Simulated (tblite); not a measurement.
# B3SiN3H8: geometry relaxation (part 2 of 2)

Continued. System: B3SiN3H8, SMILES [SiH3]B1NBNBN1. Method: GFN2-xTB geometry optimisation, gas phase (tblite 0.8.0). 

Geometry of the input (Å):
```
N  -3.2489  -0.3343  1.0129
B  -2.9311  -0.8685  -0.3938
N  -1.4374  -1.2315  -0.6581
B  -0.3821  -0.1974  -0.1572
N  -0.8477  0.7956  0.9552
B  -2.0626  0.3022  1.8036
Si -1.6422  -0.5517  3.4934
H  -4.1660  0.1474  1.1277
H  -3.6906  -1.5674  -0.8673
H  -1.1832  -2.2088  -0.5135
H  0.6893  -0.5918  -0.0405
H  -0.8449  1.7494  0.7137
H  -2.4497  -1.6856  3.6970
H  -1.8665  0.3921  4.5614
H  -0.2620  -0.9556  3.5160
```

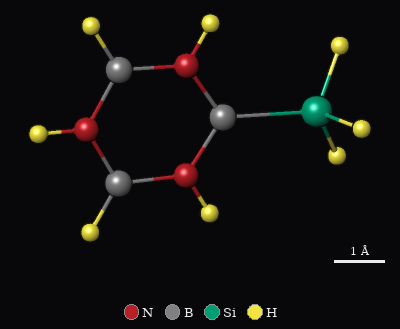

*The geometry at step 66 of the log (ball-and-stick view, seen at a tilt).*

## Trajectory as extended XYZ, continued
```
15
Properties=species:S:1:pos:R:3:forces:R:3 step=42 energy=-502.20139
N    -2.9397   -0.6489    1.0102    0.0120  -0.0490   0.0300
B    -2.8204   -1.1712   -0.3049    0.0350   0.3370   0.0630
N    -1.6134   -0.8801   -0.9796    0.2760   0.0240   0.0270
B    -0.5135   -0.2414   -0.3492    0.1000   0.0110  -0.0860
N    -0.6477    0.1070    1.0221   -0.1740  -0.1720  -0.1550
B    -1.8502   -0.1069    1.7505    0.0350  -0.1660   0.1150
Si   -1.8961   -0.0838    3.7103   -0.1630   0.1320   0.3800
H    -3.8169   -0.7440    1.4986   -0.0490  -0.1920  -0.0410
H    -3.6488   -1.8040   -0.8260   -0.2630  -0.0260  -0.0140
H    -1.5064   -1.1777   -1.9389    0.0020  -0.0050   0.0950
H     0.4854   -0.0506   -0.9415   -0.0140   0.0370   0.0500
H     0.1574    0.4490    1.5224    0.0610   0.0800  -0.0760
H    -2.8184   -1.0962    4.2777   -0.0230   0.0420  -0.1010
H    -2.2834    1.1322    4.4791    0.1030  -0.1370  -0.2480
H    -0.6135   -0.4891    4.3197    0.0630   0.0830  -0.0390
15
Properties=species:S:1:pos:R:3:forces:R:3 step=45 energy=-502.26500
N    -2.9011   -0.7527    1.0556   -0.0110  -0.1270  -0.1210
B    -2.8175   -1.1323   -0.3131   -0.1930   0.0700   0.0350
N    -1.6187   -0.8282   -0.9973    0.0010  -0.0940  -0.1750
B    -0.5087   -0.2195   -0.3714    0.0450  -0.2100   0.1150
N    -0.6290    0.0060    1.0262    0.0960   0.1280  -0.0620
B    -1.7970   -0.2511    1.7947    0.0430   0.0200  -0.1820
Si   -1.8908   -0.0826    3.7390   -0.1180   0.0100   0.1720
H    -3.7573   -0.9035    1.5680   -0.0670  -0.1420  -0.1470
H    -3.6853   -1.6781   -0.8873   -0.1140   0.0380   0.1250
H    -1.5411   -1.0923   -1.9710   -0.0350   0.0870   0.1350
H     0.4684   -0.0074   -0.9884    0.0370   0.1230   0.1360
H     0.1689    0.3783    1.5119    0.1890   0.0710   0.0330
H    -2.8511   -1.0355    4.3322   -0.0760   0.0190  -0.0080
H    -2.3129    1.2213    4.2993    0.0750  -0.0790  -0.0720
H    -0.6523   -0.4280    4.4520    0.1290   0.0850   0.0170
15
Properties=species:S:1:pos:R:3:forces:R:3 step=48 energy=-502.28878
N    -2.8926   -0.7965    1.0629    0.1320   0.0410  -0.0280
B    -2.8327   -1.1068   -0.3200    0.0470  -0.1230  -0.0370
N    -1.6204   -0.8263   -0.9989   -0.0810   0.0100   0.0850
B    -0.4994   -0.2393   -0.3693   -0.0360  -0.0690   0.0370
N    -0.6138   -0.0169    1.0274    0.0390   0.1390   0.0840
B    -1.7819   -0.2887    1.7969    0.0300  -0.0230   0.0570
Si   -1.8951   -0.0882    3.7572    0.1890  -0.1290  -0.2330
H    -3.7441   -0.9754    1.5743   -0.0270  -0.0720  -0.1040
H    -3.7140   -1.6237   -0.8958   -0.1420   0.0460   0.0530
H    -1.5517   -1.0644   -1.9736   -0.0330   0.0200  -0.1120
H     0.4669    0.0207   -0.9865    0.0240   0.0180   0.1150
H     0.1858    0.3766    1.5012    0.0210  -0.0190   0.0220
H    -2.8681   -1.0167    4.3514   -0.1190  -0.0270   0.0580
H    -2.3119    1.2397    4.2245   -0.0010   0.0870   0.0660
H    -0.6526   -0.3999    4.4987   -0.0430   0.1010  -0.0620
15
Properties=species:S:1:pos:R:3:forces:R:3 step=51 energy=-502.30313
N    -2.8798   -0.8178    1.0654    0.0370  -0.0680  -0.0260
B    -2.8352   -1.1068   -0.3221    0.0100  -0.0400  -0.0080
N    -1.6261   -0.8210   -1.0002    0.0480  -0.0560  -0.0130
B    -0.4971   -0.2533   -0.3624   -0.0430   0.1170   0.0180
N    -0.6033   -0.0209    1.0347   -0.0410  -0.0280  -0.0170
B    -1.7680   -0.3156    1.8008   -0.0230   0.0040   0.0190
Si   -1.8890   -0.0990    3.7479   -0.0890   0.0470   0.0280
H    -3.7346   -1.0305    1.5624    0.0930   0.0330  -0.0300
H    -3.7474   -1.5817   -0.8868   -0.0620   0.0090   0.0020
H    -1.5579   -1.0500   -1.9797   -0.0330   0.0630  -0.0150
H     0.4641    0.0402   -0.9742    0.0110  -0.0660   0.0750
H     0.1997    0.3678    1.5070   -0.0140  -0.0150   0.0100
H    -2.8919   -1.0038    4.3582    0.0560   0.0740  -0.0140
H    -2.3049    1.2519    4.1913    0.0360  -0.0940  -0.0110
H    -0.6541   -0.3653    4.5081    0.0140   0.0190  -0.0160
15
Properties=species:S:1:pos:R:3:forces:R:3 step=54 energy=-502.30895
N    -2.8608   -0.8462    1.0638   -0.0090  -0.0550  -0.0350
B    -2.8341   -1.1140   -0.3283   -0.0010   0.0130   0.0000
N    -1.6288   -0.8125   -1.0089   -0.0180  -0.0410  -0.0230
B    -0.5035   -0.2432   -0.3633   -0.0200  -0.0180   0.0410
N    -0.6003   -0.0352    1.0390    0.0280   0.0110  -0.0220
B    -1.7587   -0.3401    1.8076   -0.0060   0.0230  -0.0340
Si   -1.8941   -0.0967    3.7500    0.0520   0.0300   0.0230
H    -3.7124   -1.0581    1.5593   -0.0480  -0.0180   0.0440
H    -3.7695   -1.5628   -0.8847    0.0650   0.0190   0.0140
H    -1.5712   -1.0208   -1.9947    0.0060   0.0770   0.0280
H     0.4650    0.0424   -0.9636    0.0160  -0.0200   0.0230
H     0.2061    0.3473    1.5126   -0.0380  -0.0160  -0.0220
H    -2.9009   -0.9823    4.3693    0.0110   0.0170   0.0190
H    -2.3048    1.2594    4.1693    0.0100  -0.0330  -0.0050
H    -0.6575   -0.3429    4.5229   -0.0490   0.0110  -0.0520
15
Properties=species:S:1:pos:R:3:forces:R:3 step=57 energy=-502.31082
N    -2.8538   -0.8683    1.0661   -0.0480   0.0220   0.0400
B    -2.8333   -1.1152   -0.3289    0.0060   0.0010  -0.0020
N    -1.6315   -0.8099   -1.0115    0.0150   0.0220   0.0070
B    -0.5073   -0.2438   -0.3622    0.0490  -0.0390  -0.0310
N    -0.5986   -0.0429    1.0392   -0.0190   0.0110   0.0040
B    -1.7563   -0.3482    1.8083   -0.0040  -0.0360   0.0120
Si   -1.8918   -0.0946    3.7517   -0.0170  -0.0020  -0.0430
H    -3.7072   -1.0766    1.5631    0.0050  -0.0240   0.0090
H    -3.7701   -1.5481   -0.8885   -0.0040  -0.0230  -0.0150
H    -1.5780   -0.9962   -2.0011    0.0000   0.0470   0.0040
H     0.4646    0.0417   -0.9583    0.0020  -0.0160   0.0090
H     0.2101    0.3380    1.5078   -0.0170   0.0050   0.0160
H    -2.9018   -0.9711    4.3806    0.0170   0.0190   0.0030
H    -2.3062    1.2637    4.1513    0.0050   0.0100   0.0140
H    -0.6643   -0.3343    4.5329    0.0120   0.0040  -0.0280
15
Properties=species:S:1:pos:R:3:forces:R:3 step=60 energy=-502.31262
N    -2.8526   -0.8850    1.0690    0.0070  -0.0010  -0.0010
B    -2.8320   -1.1162   -0.3297   -0.0170   0.0230   0.0080
N    -1.6340   -0.7992   -1.0152    0.0010  -0.0030   0.0220
B    -0.5034   -0.2520   -0.3628    0.0030   0.0340   0.0270
N    -0.5985   -0.0543    1.0393   -0.0050  -0.0250   0.0050
B    -1.7537   -0.3659    1.8090   -0.0090   0.0080   0.0070
Si   -1.8919   -0.0907    3.7474   -0.0450  -0.0050  -0.0080
H    -3.7002   -1.1027    1.5717   -0.0080  -0.0230  -0.0250
H    -3.7716   -1.5390   -0.8907   -0.0150  -0.0350  -0.0310
H    -1.5843   -0.9617   -2.0091   -0.0230   0.0150   0.0080
H     0.4672    0.0400   -0.9549    0.0310  -0.0230  -0.0120
H     0.2077    0.3262    1.5111    0.0130   0.0120   0.0210
H    -2.9025   -0.9540    4.3924    0.0060   0.0020  -0.0070
H    -2.3061    1.2699    4.1374    0.0050   0.0250  -0.0020
H    -0.6698   -0.3211    4.5354    0.0550  -0.0050  -0.0120
15
Properties=species:S:1:pos:R:3:forces:R:3 step=63 energy=-502.31404
N    -2.8547   -0.8893    1.0681    0.0030  -0.0040  -0.0280
B    -2.8338   -1.1164   -0.3313   -0.0080  -0.0120  -0.0140
N    -1.6345   -0.7940   -1.0139   -0.0230   0.0250   0.0170
B    -0.5006   -0.2528   -0.3608   -0.0130   0.0150   0.0320
N    -0.5997   -0.0572    1.0411    0.0320  -0.0070   0.0380
B    -1.7573   -0.3681    1.8077   -0.0130   0.0320  -0.0010
Si   -1.8966   -0.0864    3.7430    0.0610   0.0070   0.0440
H    -3.7018   -1.1102    1.5695   -0.0170  -0.0260  -0.0130
H    -3.7712   -1.5517   -0.8921    0.0360   0.0100  -0.0110
H    -1.5896   -0.9405   -2.0101   -0.0110  -0.0140  -0.0100
H     0.4760    0.0297   -0.9495   -0.0020  -0.0180  -0.0050
H     0.2047    0.3227    1.5190   -0.0160  -0.0090  -0.0100
H    -2.9004   -0.9471    4.3948   -0.0260  -0.0310   0.0140
H    -2.3034    1.2726    4.1450    0.0000   0.0320  -0.0180
H    -0.6627   -0.3171    4.5199    0.0000   0.0000  -0.0340
15
Properties=species:S:1:pos:R:3:forces:R:3 step=66 energy=-502.31535
N    -2.8551   -0.9018    1.0692   -0.0130   0.0200  -0.0100
B    -2.8351   -1.1168   -0.3315    0.0290  -0.0070  -0.0250
N    -1.6378   -0.7826   -1.0113   -0.0060   0.0330   0.0030
B    -0.4999   -0.2509   -0.3557   -0.0130  -0.0290  -0.0110
N    -0.5986   -0.0648    1.0471   -0.0210   0.0090  -0.0010
B    -1.7615   -0.3707    1.8085   -0.0140  -0.0080   0.0180
Si   -1.8967   -0.0813    3.7434   -0.0090   0.0160   0.0170
H    -3.7029   -1.1316    1.5668    0.0170  -0.0060  -0.0010
H    -3.7669   -1.5521   -0.8995    0.0080   0.0020  -0.0060
H    -1.5977   -0.9180   -2.0092    0.0060  -0.0170  -0.0140
H     0.4803    0.0197   -0.9466   -0.0280  -0.0030   0.0230
H     0.2047    0.3135    1.5262    0.0070   0.0000   0.0160
H    -2.9025   -0.9413    4.3987    0.0140   0.0000   0.0080
H    -2.3005    1.2827    4.1392    0.0100  -0.0070  -0.0180
H    -0.6553   -0.3097    4.5052    0.0140  -0.0060   0.0020
15
Properties=species:S:1:pos:R:3:forces:R:3 step=69 energy=-502.31579
N    -2.8551   -0.9041    1.0679    0.0030   0.0000   0.0020
B    -2.8337   -1.1176   -0.3334   -0.0130   0.0200   0.0050
N    -1.6398   -0.7752   -1.0126   -0.0010  -0.0100  -0.0160
B    -0.5006   -0.2534   -0.3535   -0.0100   0.0110   0.0040
N    -0.6000   -0.0677    1.0496   -0.0110   0.0040   0.0000
B    -1.7633   -0.3735    1.8105   -0.0010  -0.0020  -0.0040
Si   -1.8968   -0.0792    3.7454   -0.0010  -0.0110  -0.0110
H    -3.7000   -1.1412    1.5662   -0.0070  -0.0040  -0.0020
H    -3.7650   -1.5507   -0.9030    0.0000  -0.0090  -0.0050
H    -1.6006   -0.9101   -2.0108    0.0150  -0.0070  -0.0090
H     0.4787    0.0168   -0.9438    0.0030   0.0010   0.0140
H     0.2040    0.3092    1.5291   -0.0010  -0.0040   0.0110
H    -2.9020   -0.9384    4.4028    0.0150   0.0050   0.0130
H    -2.2990    1.2865    4.1326    0.0060   0.0060  -0.0040
H    -0.6524   -0.3073    4.5034    0.0020  -0.0010   0.0020
15
Properties=species:S:1:pos:R:3:forces:R:3 step=72 energy=-502.31610
N    -2.8575   -0.9010    1.0656   -0.0110  -0.0100  -0.0020
B    -2.8350   -1.1147   -0.3358   -0.0180  -0.0120   0.0040
N    -1.6404   -0.7739   -1.0145    0.0000   0.0020   0.0100
B    -0.5028   -0.2536   -0.3512    0.0060   0.0160  -0.0050
N    -0.6037   -0.0650    1.0510    0.0050   0.0030   0.0070
B    -1.7669   -0.3720    1.8106   -0.0090   0.0030  -0.0120
Si   -1.8964   -0.0794    3.7450    0.0240  -0.0070  -0.0010
H    -3.7018   -1.1416    1.5634   -0.0110  -0.0010  -0.0040
H    -3.7630   -1.5570   -0.9052    0.0050   0.0110   0.0020
H    -1.5985   -0.9096   -2.0123    0.0150  -0.0090  -0.0090
H     0.4800    0.0121   -0.9361    0.0140   0.0070  -0.0060
H     0.2006    0.3105    1.5321   -0.0130  -0.0100  -0.0030
H    -2.8967   -0.9383    4.4070   -0.0030  -0.0060   0.0220
H    -2.2954    1.2867    4.1328    0.0040   0.0100   0.0000
H    -0.6481   -0.3090    4.4979   -0.0080   0.0040  -0.0040
15
Properties=species:S:1:pos:R:3:forces:R:3 step=75 energy=-502.31636
N    -2.8608   -0.9019    1.0648   -0.0050  -0.0040  -0.0050
B    -2.8374   -1.1120   -0.3370    0.0210  -0.0190  -0.0080
N    -1.6405   -0.7733   -1.0140    0.0050   0.0080   0.0040
B    -0.5041   -0.2511   -0.3497    0.0100  -0.0040  -0.0040
N    -0.6065   -0.0640    1.0525   -0.0100   0.0020  -0.0090
B    -1.7702   -0.3730    1.8099   -0.0080  -0.0040   0.0030
Si   -1.8941   -0.0808    3.7441   -0.0170   0.0070   0.0060
H    -3.7039   -1.1467    1.5625   -0.0100   0.0070  -0.0060
H    -3.7629   -1.5539   -0.9088   -0.0150   0.0040  -0.0040
H    -1.5938   -0.9131   -2.0115    0.0000  -0.0010   0.0100
H     0.4815    0.0118   -0.9317    0.0060   0.0090  -0.0100
H     0.1967    0.3103    1.5354   -0.0020  -0.0030   0.0020
H    -2.8930   -0.9381    4.4119    0.0050   0.0040   0.0150
H    -2.2909    1.2883    4.1276    0.0060  -0.0060   0.0010
H    -0.6455   -0.3081    4.4943    0.0140  -0.0010   0.0060
15
Properties=species:S:1:pos:R:3:forces:R:3 step=78 energy=-502.31663
N    -2.8650   -0.9030    1.0624    0.0120  -0.0010   0.0010
B    -2.8373   -1.1138   -0.3394    0.0110   0.0080  -0.0050
N    -1.6398   -0.7711   -1.0139    0.0090  -0.0150  -0.0130
B    -0.5036   -0.2492   -0.3489   -0.0030  -0.0080   0.0050
N    -0.6113   -0.0618    1.0528    0.0000  -0.0050   0.0030
B    -1.7757   -0.3733    1.8090    0.0040  -0.0040   0.0040
Si   -1.8934   -0.0817    3.7445   -0.0040  -0.0050   0.0050
H    -3.7089   -1.1482    1.5587   -0.0090   0.0060  -0.0090
H    -3.7640   -1.5533   -0.9118    0.0000  -0.0010  -0.0100
H    -1.5892   -0.9151   -2.0108   -0.0080   0.0050   0.0090
H     0.4852    0.0117   -0.9279   -0.0140   0.0060  -0.0040
H     0.1918    0.3094    1.5383   -0.0030   0.0040   0.0050
H    -2.8879   -0.9372    4.4214    0.0050   0.0080   0.0080
H    -2.2854    1.2889    4.1255    0.0000   0.0010   0.0070
H    -0.6409   -0.3079    4.4906    0.0010   0.0010  -0.0060
15
Properties=species:S:1:pos:R:3:forces:R:3 step=81 energy=-502.31678
N    -2.8669   -0.9010    1.0601   -0.0080  -0.0020   0.0000
B    -2.8359   -1.1149   -0.3416   -0.0190  -0.0040   0.0060
N    -1.6382   -0.7727   -1.0150    0.0020  -0.0090   0.0060
B    -0.5036   -0.2498   -0.3478    0.0010   0.0010  -0.0010
N    -0.6141   -0.0598    1.0532    0.0050  -0.0110   0.0080
B    -1.7792   -0.3709    1.8088    0.0030  -0.0090   0.0020
Si   -1.8937   -0.0820    3.7455    0.0100   0.0020  -0.0030
H    -3.7139   -1.1434    1.5533    0.0100   0.0050  -0.0110
H    -3.7622   -1.5586   -0.9133    0.0180   0.0110  -0.0040
H    -1.5881   -0.9156   -2.0116    0.0020  -0.0020  -0.0070
H     0.4857    0.0108   -0.9258   -0.0110   0.0070  -0.0020
H     0.1887    0.3107    1.5399   -0.0040   0.0050   0.0010
H    -2.8837   -0.9369    4.4281   -0.0050   0.0000   0.0070
H    -2.2828    1.2882    4.1304    0.0000   0.0030   0.0060
H    -0.6376   -0.3099    4.4860   -0.0020   0.0030  -0.0100
15
Properties=species:S:1:pos:R:3:forces:R:3 step=84 energy=-502.31702
N    -2.8697   -0.9031    1.0576   -0.0050   0.0000   0.0000
B    -2.8358   -1.1149   -0.3442   -0.0060  -0.0090   0.0030
N    -1.6353   -0.7767   -1.0143   -0.0070   0.0050   0.0040
B    -0.5037   -0.2503   -0.3453   -0.0020  -0.0010   0.0010
N    -0.6168   -0.0624    1.0560   -0.0010  -0.0070   0.0030
B    -1.7832   -0.3746    1.8091   -0.0010  -0.0080   0.0040
Si   -1.8930   -0.0827    3.7460   -0.0060   0.0110  -0.0030
H    -3.7188   -1.1451    1.5466    0.0030   0.0050   0.0040
H    -3.7608   -1.5538   -0.9203    0.0010   0.0030  -0.0040
H    -1.5847   -0.9178   -2.0111    0.0070  -0.0020  -0.0060
H     0.4827    0.0156   -0.9250    0.0050   0.0080   0.0060
H     0.1825    0.3111    1.5460    0.0060   0.0030  -0.0070
H    -2.8789   -0.9331    4.4404   -0.0030   0.0010  -0.0020
H    -2.2771    1.2899    4.1301   -0.0010  -0.0050   0.0000
H    -0.6329   -0.3078    4.4788    0.0110  -0.0020  -0.0020
15
Properties=species:S:1:pos:R:3:forces:R:3 step=87 energy=-502.31707
N    -2.8702   -0.9045    1.0575    0.0030  -0.0020   0.0020
B    -2.8365   -1.1154   -0.3443    0.0060   0.0020  -0.0030
N    -1.6356   -0.7769   -1.0137    0.0020   0.0010  -0.0030
B    -0.5040   -0.2502   -0.3449   -0.0010  -0.0020   0.0050
N    -0.6170   -0.0638    1.0567    0.0020  -0.0040   0.0010
B    -1.7833   -0.3774    1.8095   -0.0010   0.0040   0.0000
Si   -1.8931   -0.0822    3.7457    0.0050  -0.0070   0.0030
H    -3.7189   -1.1461    1.5470   -0.0070   0.0020   0.0060
H    -3.7615   -1.5509   -0.9224   -0.0050  -0.0040  -0.0020
H    -1.5834   -0.9186   -2.0104    0.0010   0.0000  -0.0030
H     0.4825    0.0178   -0.9240   -0.0010   0.0050   0.0060
H     0.1820    0.3113    1.5463    0.0010  -0.0010  -0.0060
H    -2.8790   -0.9320    4.4412   -0.0010   0.0030  -0.0020
H    -2.2763    1.2901    4.1287   -0.0040   0.0050   0.0010
H    -0.6314   -0.3070    4.4774    0.0000   0.0000  -0.0050
15
Properties=species:S:1:pos:R:3:forces:R:3 step=90 energy=-502.31711
N    -2.8713   -0.9037    1.0570   -0.0010   0.0010   0.0000
B    -2.8363   -1.1163   -0.3448    0.0000   0.0010  -0.0010
N    -1.6352   -0.7777   -1.0139    0.0030  -0.0010   0.0020
B    -0.5043   -0.2505   -0.3441    0.0010   0.0010  -0.0010
N    -0.6177   -0.0639    1.0573   -0.0010  -0.0010  -0.0020
B    -1.7847   -0.3765    1.8095   -0.0010   0.0020  -0.0010
Si   -1.8929   -0.0822    3.7459    0.0020  -0.0020   0.0000
H    -3.7213   -1.1425    1.5460    0.0020   0.0000   0.0000
H    -3.7608   -1.5530   -0.9234    0.0010   0.0000   0.0030
H    -1.5818   -0.9202   -2.0106   -0.0010   0.0000   0.0010
H     0.4825    0.0189   -0.9219   -0.0020   0.0030   0.0020
H     0.1812    0.3124    1.5460   -0.0020  -0.0040  -0.0010
H    -2.8779   -0.9320    4.4422   -0.0010  -0.0010   0.0000
H    -2.2758    1.2896    4.1317   -0.0010   0.0030  -0.0010
H    -0.6292   -0.3081    4.4735    0.0000   0.0000  -0.0010
```

## Key numbers

```json
{"quantity": "outcome", "value": "converged"}
{"quantity": "total energy", "value": "−502.3171 eV"}
{"quantity": "wall time", "value": "1.6 s"}
{"quantity": "peak memory", "value": "0.17 GiB"}
```
